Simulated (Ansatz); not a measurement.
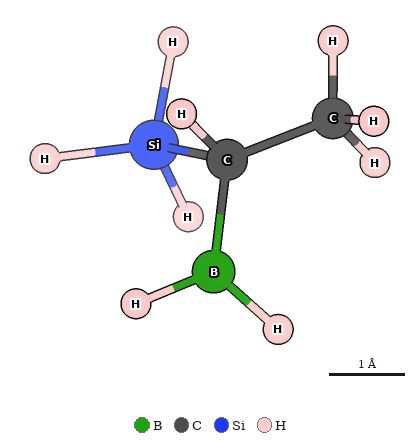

The input geometry (ball-and-stick view, seen at a tilt). Bond lengths as drawn: B–C 1.53 Å, B–H 1.20 Å, C–C 1.53 Å, C–H 1.09 to 1.10 Å, C–Si 1.91 Å and H–Si 1.48 to 1.49 Å.

**Molecular dynamics of C$_{2}$H$_{9}$BSi**

The run: molecular dynamics of C$_{2}$H$_{9}$BSi. Method and program: RKS revPBE/6-31G* (Ansatz 0.2.0).

The geometry comes from this level: PBE0-D4/def2-TZVP.

**The program's output**
```
Functional definition: revPBE
  name "revPBE"
  cite "Zhang & Yang, Phys. Rev. Lett. 80, 890 (1998) doi:10.1103/PhysRevLett.80.890"
  cite "Perdew, Burke & Ernzerhof, Phys. Rev. Lett. 77, 3865 (1996) doi:10.1103/PhysRevLett.77.3865"
  parameter kappa = 1.245
  parameter beta = 0.06672455060314922
  exchange = pbe_x(kappa = kappa, mu = beta*pi^2/3)
  correlation = pbe_c(beta = beta)
1085 factors; their error is unknown
mean field evaluation 1: about -10763.8761 eV, gradient 5.3e1 eV
mean field evaluation 2: about -10752.4868 eV, gradient 8.2e1 eV
mean field evaluation 4: about -10770.9427 eV, gradient 3.5e0 eV
mean field evaluation 8: about -10770.9745 eV, gradient 4.1e-2 eV
mean field evaluation 16: about -10770.8863 eV, gradient 1.5e-4 eV
mean field -10770.88628506 eV, -395.8227702068 hartree, gradient 2.1e-5 eV, S^2 0.000000; 0 other end points of the search recorded, 0 dependent functions left out
the calculation of the forces begins
reference -10770.88632593 eV, -395.8227717089 hartree; 20, 20 occupied and 62, 62 virtual orbitals, 1085 factors
md step     0: t =     0.00 fs  T =   300.0 K  F+E_penalty+E_count = -10770.88628506 eV  E_kin = 0.426558 eV  conserved = -10770.45972706 eV  (27 SCF iters)
these checks for a lower state are left out or cut short: starts, cluster_reference, orbital_swaps, neighbouring_geometries, increment
1085 factors; their error is unknown
mean field -10770.87562094 eV, -395.8223783079 hartree, gradient 1.8e-5 eV, S^2 0.000000; 0 other end points of the search recorded, 0 dependent functions left out
the calculation of the forces begins
reference -10770.87566204 eV, -395.8223798183 hartree; 20, 20 occupied and 62, 62 virtual orbitals, 1085 factors
md step     1: t =     1.00 fs  T =   293.7 K  F+E_penalty+E_count = -10770.87562094 eV  E_kin = 0.417614 eV  conserved = -10770.45800764 eV  (29 SCF iters)
[... from here on the SCF iterations and repeated set-up lines of each step are left out, up to the last step ...]
md step     2: t =     2.00 fs  T =   229.1 K  F+E_penalty+E_count = -10770.77837007 eV  E_kin = 0.325792 eV  conserved = -10770.45258139 eV  (29 SCF iters)
md step     3: t =     3.00 fs  T =   158.9 K  F+E_penalty+E_count = -10770.67425808 eV  E_kin = 0.225973 eV  conserved = -10770.44830353 eV  (29 SCF iters)
md step     4: t =     4.00 fs  T =   128.1 K  F+E_penalty+E_count = -10770.62953672 eV  E_kin = 0.182187 eV  conserved = -10770.44739810 eV  (29 SCF iters)
md step     5: t =     5.00 fs  T =   146.5 K  F+E_penalty+E_count = -10770.65838139 eV  E_kin = 0.208329 eV  conserved = -10770.45015119 eV  (29 SCF iters)
md step     6: t =     6.00 fs  T =   185.4 K  F+E_penalty+E_count = -10770.71836394 eV  E_kin = 0.263672 eV  conserved = -10770.45487655 eV  (29 SCF iters)
md step     7: t =     7.00 fs  T =   199.6 K  F+E_penalty+E_count = -10770.74061589 eV  E_kin = 0.283755 eV  conserved = -10770.45716512 eV  (29 SCF iters)
md step     8: t =     8.00 fs  T =   171.9 K  F+E_penalty+E_count = -10770.69751145 eV  E_kin = 0.244445 eV  conserved = -10770.45350451 eV  (29 SCF iters)
md step     9: t =     9.00 fs  T =   138.8 K  F+E_penalty+E_count = -10770.64584083 eV  E_kin = 0.197386 eV  conserved = -10770.44902397 eV  (29 SCF iters)
md step    10: t =    10.00 fs  T =   141.3 K  F+E_penalty+E_count = -10770.65072618 eV  E_kin = 0.200924 eV  conserved = -10770.45051071 eV  (29 SCF iters)
md step    11: t =    11.00 fs  T =   169.2 K  F+E_penalty+E_count = -10770.69382162 eV  E_kin = 0.240559 eV  conserved = -10770.45414949 eV  (29 SCF iters)
md step    12: t =    12.00 fs  T =   187.4 K  F+E_penalty+E_count = -10770.72028310 eV  E_kin = 0.266464 eV  conserved = -10770.45493323 eV  (29 SCF iters)
md step    13: t =    13.00 fs  T =   183.7 K  F+E_penalty+E_count = -10770.71309004 eV  E_kin = 0.261256 eV  conserved = -10770.45320401 eV  (29 SCF iters)
md step    14: t =    14.00 fs  T =   172.1 K  F+E_penalty+E_count = -10770.69434657 eV  E_kin = 0.244707 eV  conserved = -10770.45127551 eV  (29 SCF iters)
md step    15: t =    15.00 fs  T =   170.8 K  F+E_penalty+E_count = -10770.69158022 eV  E_kin = 0.242789 eV  conserved = -10770.45070437 eV  (29 SCF iters)
md step    16: t =    16.00 fs  T =   184.4 K  F+E_penalty+E_count = -10770.71207484 eV  E_kin = 0.262258 eV  conserved = -10770.45203874 eV  (29 SCF iters)
md step    17: t =    17.00 fs  T =   198.8 K  F+E_penalty+E_count = -10770.73450769 eV  E_kin = 0.282659 eV  conserved = -10770.45442547 eV  (29 SCF iters)
md step    18: t =    18.00 fs  T =   192.1 K  F+E_penalty+E_count = -10770.72503996 eV  E_kin = 0.273198 eV  conserved = -10770.45480093 eV  (28 SCF iters)
md step    19: t =    19.00 fs  T =   165.4 K  F+E_penalty+E_count = -10770.68303210 eV  E_kin = 0.235141 eV  conserved = -10770.45121846 eV  (29 SCF iters)
md step    20: t =    20.00 fs  T =   151.6 K  F+E_penalty+E_count = -10770.66117117 eV  E_kin = 0.215604 eV  conserved = -10770.44924142 eV  (29 SCF iters)
md step    21: t =    21.00 fs  T =   167.0 K  F+E_penalty+E_count = -10770.68651936 eV  E_kin = 0.237386 eV  conserved = -10770.45317979 eV  (29 SCF iters)
md step    22: t =    22.00 fs  T =   179.7 K  F+E_penalty+E_count = -10770.70690235 eV  E_kin = 0.255547 eV  conserved = -10770.45582833 eV  (29 SCF iters)
md step    23: t =    23.00 fs  T =   165.1 K  F+E_penalty+E_count = -10770.68334126 eV  E_kin = 0.234744 eV  conserved = -10770.45351668 eV  (29 SCF iters)
md step    24: t =    24.00 fs  T =   139.3 K  F+E_penalty+E_count = -10770.64390483 eV  E_kin = 0.198113 eV  conserved = -10770.45112452 eV  (29 SCF iters)
md step    25: t =    25.00 fs  T =   125.2 K  F+E_penalty+E_count = -10770.62323142 eV  E_kin = 0.177993 eV  conserved = -10770.45095189 eV  (29 SCF iters)
md step    26: t =    26.00 fs  T =   127.2 K  F+E_penalty+E_count = -10770.62604534 eV  E_kin = 0.180808 eV  conserved = -10770.45133584 eV  (29 SCF iters)
md step    27: t =    27.00 fs  T =   140.1 K  F+E_penalty+E_count = -10770.64472338 eV  E_kin = 0.199164 eV  conserved = -10770.45208815 eV  (29 SCF iters)
md step    28: t =    28.00 fs  T =   153.2 K  F+E_penalty+E_count = -10770.66456782 eV  E_kin = 0.217880 eV  conserved = -10770.45371229 eV  (29 SCF iters)
md step    29: t =    29.00 fs  T =   151.9 K  F+E_penalty+E_count = -10770.66244318 eV  E_kin = 0.215988 eV  conserved = -10770.45401761 eV  (29 SCF iters)
these checks for a lower state are left out or cut short: starts, cluster_reference, orbital_swaps, neighbouring_geometries, increment
1085 factors; their error is unknown
mean field -10770.63933603 eV, -395.8136949977 hartree, gradient 2.2e-5 eV, S^2 0.000000; 0 other end points of the search recorded, 0 dependent functions left out
the calculation of the forces begins
reference -10770.63937755 eV, -395.8136965232 hartree; 20, 20 occupied and 62, 62 virtual orbitals, 1085 factors
1085 factors; their error is unknown
mean field evaluation 256: about -10770.7296 eV, gradient 1.9e-1 eV
mean field -10770.63933603 eV, -395.8136949977 hartree, gradient 3.1e-5 eV, S^2 0.000000; 1 other end points of the search recorded, 0 dependent functions left out
the calculation of the forces begins
reference -10770.63937755 eV, -395.8136965232 hartree; 20, 20 occupied and 62, 62 virtual orbitals, 1085 factors
md step    30: t =    30.00 fs  T =   138.4 K  F+E_penalty+E_count = -10770.63933603 eV  E_kin = 0.196779 eV  conserved = -10770.45065352 eV  (28 SCF iters)
```

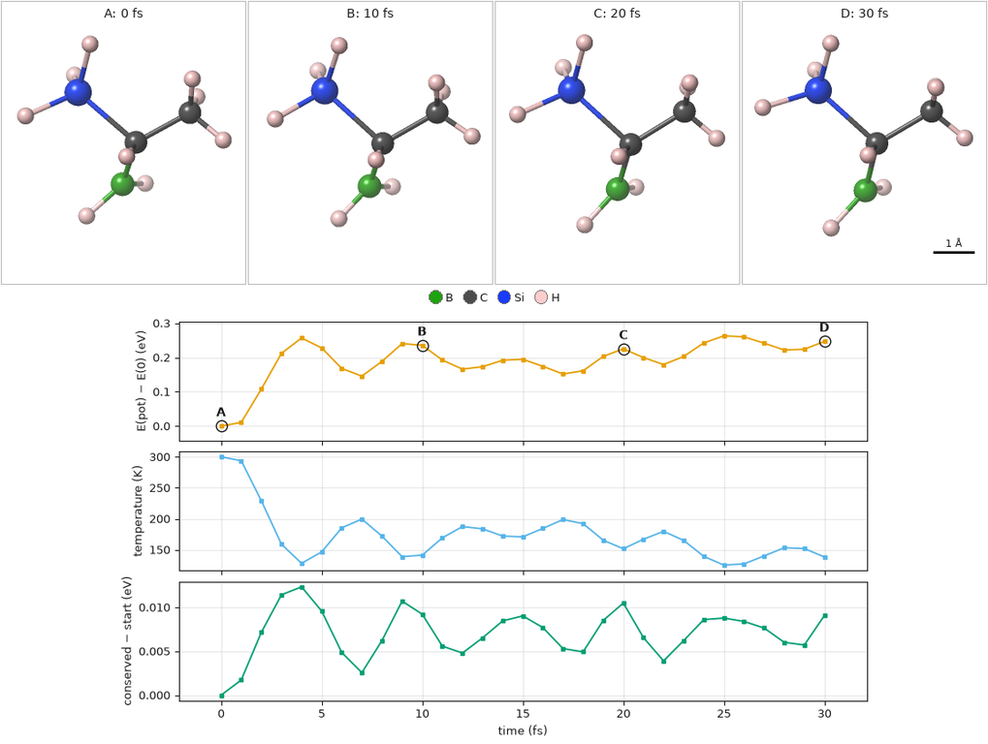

Frames of the molecular dynamics (ball-and-stick, seen at a tilt) above the curves, on which the letters mark them. The trajectory kept here has 31 frames over 30 fs. The temperature starts at 300 K, ranges from 125 to 300 K and averages 159 K over the second half. The potential energy ends 0.247 eV above its first value. The conserved quantity stays within 0.012 eV. After an unweighted best fit of the last frame on the first, the root-mean-square displacement is 0.19 Å, and H5 has moved furthest (0.34 Å).

```
Total energy: -10770.63937755 eV, -395.8136965232 hartree
Atom 0 at    -0.837184     1.209027    -0.942901 Å, force    -0.369858    -0.579511    -0.655218 eV/Å
Atom 1 at     0.315740     0.356141    -0.285369 Å, force    -0.109036    -0.170539     0.045190 eV/Å
Atom 2 at     0.845220     0.654091     1.166418 Å, force    -2.026898    -0.884195    -0.309641 eV/Å
Atom 3 at    -0.284079    -1.522536    -0.313649 Å, force    -0.147973     0.564538     0.167420 eV/Å
Atom 4 at    -0.954208     1.292241    -2.224705 Å, force     0.220304    -0.038374     1.490535 eV/Å
Atom 5 at    -1.756134     1.643309    -0.239455 Å, force     0.489120     0.013953    -0.338079 eV/Å
Atom 6 at     1.184484     0.245186    -0.942671 Å, force     0.349628     0.184775    -0.461213 eV/Å
Atom 7 at     1.028982     1.687212     1.288632 Å, force     0.400938     1.758546     0.026232 eV/Å
Atom 8 at     1.769365     0.136552     1.360238 Å, force     0.551318    -0.638025     0.340206 eV/Å
Atom 9 at     0.053234     0.428081     1.931256 Å, force     0.599995    -0.181760    -0.253239 eV/Å
Atom 10 at    -0.458904    -2.171382    -1.631547 Å, force     0.026577     0.065701    -0.498867 eV/Å
Atom 11 at    -1.564687    -1.697069     0.406685 Å, force    -0.376954     0.028089     0.230166 eV/Å
Atom 12 at     0.716733    -2.329716     0.417961 Å, force     0.392839    -0.123198     0.216507 eV/Å
Dipole moment:     0.231057     0.004246     0.103258 e Å
```

**Trajectory as extended XYZ (Å, eV, eV/Å), 8 of the 31 frames kept, from step=0 to step=30**
```
13
Properties=species:S:1:pos:R:3:forces:R:3 step=0 time_fs=0.0 energy=-10770.88629 temperature=300.0
B    -0.8362    1.0669   -0.8738   -0.2020   0.1108  -0.1281
C     0.3625    0.3275   -0.2796    0.1356   0.0873  -0.0498
C     0.8124    0.6742    1.1392    0.0630  -0.0017   0.1298
Si   -0.2887   -1.4689   -0.3308   -0.1375  -0.1387  -0.0439
H    -1.0481    1.0366   -2.0535   -0.0570   0.0245  -0.2685
H    -1.6294    1.6115   -0.1577   -0.1881   0.1264   0.1375
H     1.2042    0.2576   -0.9814    0.2973   0.0073  -0.2366
H     1.2555    1.6726    1.1710    0.1676   0.3697   0.0220
H     1.5549   -0.0281    1.5272    0.2857  -0.2222   0.1750
H    -0.0359    0.6775    1.8287   -0.2757   0.0190   0.2639
H    -0.3979   -1.9654   -1.7258   -0.0207  -0.1283  -0.2522
H    -1.6159   -1.5895    0.3306   -0.2357  -0.0659   0.1193
H     0.6829   -2.3072    0.4207    0.1676  -0.1881   0.1318
13
Properties=species:S:1:pos:R:3:forces:R:3 step=4 time_fs=4.0 energy=-10770.62954 temperature=128.1
B    -0.8355    1.0754   -0.8737   -0.6877   0.7404  -1.5769
C     0.3598    0.3326   -0.2901    0.8225   0.3599  -0.2269
C     0.8075    0.6723    1.1375    1.6596   0.7159   0.6564
Si   -0.2938   -1.4793   -0.3214   -0.2426  -0.5322  -0.1134
H    -0.9874    1.0861   -2.1565   -0.0151  -0.0056   1.4869
H    -1.6415    1.6628   -0.1530    0.1871  -0.3046  -0.3159
H     1.2447    0.3306   -1.0005   -0.6654  -0.2386   0.3712
H     1.2768    1.7407    1.2565   -0.7233  -1.5382  -0.4156
H     1.6268   -0.0684    1.4343   -0.8628   0.7971   0.1890
H    -0.0441    0.6403    1.8409    0.1727  -0.1620   0.1102
H    -0.3549   -1.9134   -1.7841   -0.0841  -0.0773   0.4918
H    -1.6863   -1.6615    0.3684    0.8662   0.1279  -0.4262
H     0.7609   -2.2913    0.4358   -0.4272   0.1174  -0.2306
13
Properties=species:S:1:pos:R:3:forces:R:3 step=9 time_fs=9.0 energy=-10770.64584 temperature=138.8
B    -0.8447    1.0990   -0.8982    0.5586   0.2509   1.0140
C     0.3656    0.3456   -0.3037   -1.0337   0.4495   1.0266
C     0.8203    0.6762    1.1444   -1.5849  -1.6358  -0.3961
Si   -0.3010   -1.4955   -0.3109    0.8511   0.3847  -0.6097
H    -0.9257    1.1475   -2.0519   -0.3924   0.0253  -1.3543
H    -1.6335    1.6731   -0.1984   -0.2844  -0.0567   0.1144
H     1.2067    0.3701   -0.9857    0.5601  -0.3588  -0.5757
H     1.2057    1.6360    1.2895    0.7262   2.2049  -0.0651
H     1.6020   -0.0133    1.3796    0.8832  -0.7696   0.7653
H    -0.0141    0.5627    1.8696    0.1926  -0.1005  -0.0962
H    -0.3209   -1.8715   -1.7676   -0.1693  -0.3063   0.1365
H    -1.6224   -1.7269    0.3408   -0.1200   0.0681   0.0611
H     0.7783   -2.2564    0.4140   -0.1871  -0.1558  -0.0209
13
Properties=species:S:1:pos:R:3:forces:R:3 step=13 time_fs=13.0 energy=-10770.71309 temperature=183.7
B    -0.8462    1.1232   -0.9098    0.5452   0.0754   0.0736
C     0.3607    0.3620   -0.3037   -0.1342  -0.0567   0.1514
C     0.8200    0.6657    1.1479    1.5385   0.5702  -0.0083
Si   -0.3023   -1.5065   -0.3059    1.1939   1.1214  -0.7996
H    -0.9322    1.1984   -2.1024   -0.1946  -0.0664  -0.2900
H    -1.6634    1.6646   -0.2261   -0.3137   0.0349   0.2243
H     1.2205    0.3426   -1.0301   -0.3885  -0.2261   0.4033
H     1.2042    1.7483    1.2851   -0.5221  -1.3216  -0.2123
H     1.6601   -0.0318    1.4407   -0.3812   0.5950  -0.1555
H     0.0386    0.4835    1.8829   -0.5272   0.1465   0.2883
H    -0.3210   -1.8866   -1.7271   -0.1665  -0.4198  -0.4723
H    -1.5769   -1.7671    0.3220   -0.9605  -0.0390   0.4955
H     0.7581   -2.2509    0.3906    0.3110  -0.4138   0.3016
13
Properties=species:S:1:pos:R:3:forces:R:3 step=17 time_fs=17.0 energy=-10770.73451 temperature=198.8
B    -0.8411    1.1490   -0.9194   -0.4991   0.2882  -1.0060
C     0.3528    0.3775   -0.3005   -0.0748  -0.7351   0.0925
C     0.8330    0.6588    1.1519   -0.0325  -0.0390   0.6800
Si   -0.2979   -1.5123   -0.3050   -0.0029   0.3473  -0.3468
H    -0.9674    1.2394   -2.2012    0.1509  -0.1867   1.4735
H    -1.7302    1.6560   -0.2282    0.4091  -0.2275  -0.2466
H     1.1950    0.2823   -1.0306   -0.1384   0.0313   0.3084
H     1.1481    1.7269    1.2557   -0.1668  -0.4418   0.1235
H     1.6851    0.0129    1.4879   -0.1806   0.3104  -0.4681
H     0.0363    0.4293    1.9183    0.2790   0.4866  -0.5633
H    -0.3459   -1.9604   -1.7412   -0.0918  -0.1170   0.1068
H    -1.6440   -1.8069    0.3622    0.4381   0.2630  -0.1681
H     0.7722   -2.2988    0.4045   -0.0901   0.0205   0.0142
13
Properties=species:S:1:pos:R:3:forces:R:3 step=21 time_fs=21.0 energy=-10770.68652 temperature=167.0
B    -0.8414    1.1779   -0.9401   -0.1207  -0.4429   0.8928
C     0.3428    0.3842   -0.2955   -0.6398  -0.9301   0.4312
C     0.8450    0.6500    1.1617   -1.4101  -0.4390  -0.7108
Si   -0.2930   -1.5159   -0.3062   -0.3664  -0.1978  -0.1851
H    -0.9840    1.2554   -2.1188    0.1213  -0.0225  -0.4810
H    -1.7471    1.6203   -0.2576    0.2234   0.0700   0.0318
H     1.1598    0.2237   -0.9952    0.6796   0.1566  -0.3934
H     1.0748    1.6797    1.2447    0.4460   1.6096   0.2860
H     1.7028    0.0901    1.4763    0.9147  -0.7182  -0.0367
H     0.0560    0.4384    1.8913   -0.2945   0.0328   0.2108
H    -0.3844   -2.0523   -1.7426    0.0166   0.2027   0.4979
H    -1.6606   -1.8101    0.3846    0.7797   0.3222  -0.3291
H     0.7752   -2.3456    0.4218   -0.3497   0.3567  -0.2144
13
Properties=species:S:1:pos:R:3:forces:R:3 step=26 time_fs=26.0 energy=-10770.62605 temperature=127.2
B    -0.8420    1.2038   -0.9479    0.4143  -1.0559   0.4817
C     0.3239    0.3755   -0.2856    0.7221  -0.9010  -0.7214
C     0.8447    0.6403    1.1650    0.3259   1.8344   0.1344
Si   -0.2888   -1.5211   -0.3093    0.3772   0.5626  -0.3625
H    -0.9816    1.2722   -2.1346    0.1779   0.0353  -0.2978
H    -1.7391    1.6000   -0.2746   -0.2391   0.4071   0.3635
H     1.2010    0.1956   -0.9886   -0.5097   0.4773   0.3999
H     1.0475    1.7876    1.2758   -0.0502  -1.6336  -0.1265
H     1.8153    0.0990    1.4299   -1.1833   0.3853  -0.2498
H     0.0321    0.4536    1.9003    0.4082  -0.2231   0.0461
H    -0.4296   -2.1300   -1.6623    0.0433   0.1034  -0.3003
H    -1.5585   -1.7537    0.3648   -0.7783   0.0177   0.4754
H     0.7232   -2.3407    0.4096    0.2918  -0.0097   0.1573
13
Properties=species:S:1:pos:R:3:forces:R:3 step=30 time_fs=30.0 energy=-10770.63934 temperature=138.4
B    -0.8372    1.2090   -0.9429   -0.3699  -0.5795  -0.6552
C     0.3157    0.3561   -0.2854   -0.1090  -0.1705   0.0452
C     0.8452    0.6541    1.1664   -2.0269  -0.8842  -0.3096
Si   -0.2841   -1.5225   -0.3136   -0.1480   0.5645   0.1674
H    -0.9542    1.2922   -2.2247    0.2203  -0.0384   1.4905
H    -1.7561    1.6433   -0.2395    0.4891   0.0140  -0.3381
H     1.1845    0.2452   -0.9427    0.3496   0.1848  -0.4612
H     1.0290    1.6872    1.2886    0.4009   1.7585   0.0262
H     1.7694    0.1366    1.3602    0.5513  -0.6380   0.3402
H     0.0532    0.4281    1.9313    0.6000  -0.1818  -0.2532
H    -0.4589   -2.1714   -1.6315    0.0266   0.0657  -0.4989
H    -1.5647   -1.6971    0.4067   -0.3770   0.0281   0.2302
H     0.7167   -2.3297    0.4180    0.3928  -0.1232   0.2165
```

This output came from the following input.

**The input**
```yaml
crystal:
  periodic: [false, false, false]
  atoms:
    - {symbol: B, position_ang: [-0.836197, 1.066894, -0.873820]}
    - {symbol: C, position_ang: [0.362465, 0.327483, -0.279591]}
    - {symbol: C, position_ang: [0.812432, 0.674206, 1.139213]}
    - {symbol: Si, position_ang: [-0.288675, -1.468880, -0.330840]}
    - {symbol: H, position_ang: [-1.048083, 1.036580, -2.053474]}
    - {symbol: H, position_ang: [-1.629424, 1.611529, -0.157693]}
    - {symbol: H, position_ang: [1.204157, 0.257559, -0.981424]}
    - {symbol: H, position_ang: [1.255518, 1.672648, 1.170967]}
    - {symbol: H, position_ang: [1.554899, -0.028132, 1.527212]}
    - {symbol: H, position_ang: [-0.035867, 0.677466, 1.828655]}
    - {symbol: H, position_ang: [-0.397929, -1.965447, -1.725757]}
    - {symbol: H, position_ang: [-1.615889, -1.589498, 0.330640]}
    - {symbol: H, position_ang: [0.682893, -2.307208, 0.420709]}
basis:
  gaussian: {orbitals: "6-31G*"}
hamiltonian: {xc: {name: revPBE}}
md: {timestep: 1 fs, n_steps: 30, ensemble: nvt_nose_hoover, temperature: 300, initial_velocities: maxwell_boltzmann, seed: 654}
```

Launched with:
```bash
ansatz run in.yaml --threads 4 --pin off --events-out ev --progress --plain --max-ram 10444MiB
```

**Summary**

- outcome: finished
- mean temperature over the second half: 159 K
- trajectory: 30 steps, 30 fs
- ensemble: nvt_nose_hoover
- temperature in the input: 300 K
- time step: 1 fs
- potential energy (last step): −10770.6394 eV
- SCF solution under orbital rotations (last step): stable
- largest force (length of the vector) (last step): 2.233 eV/Å
- dipole moment (last step): 1.22 D
- hardware: 4 threads of INTEL XEON PLATINUM @ 2.10GHz, 23 GiB of memory available, shared host
- wall time: 20 s (CPU time 68 s)
- peak memory: 0.14 GiB

**Remarks**

So short a trajectory is not equilibrated. The temperature stays far from the 300 K of the thermostat over the second half: the run isn't equilibrated.
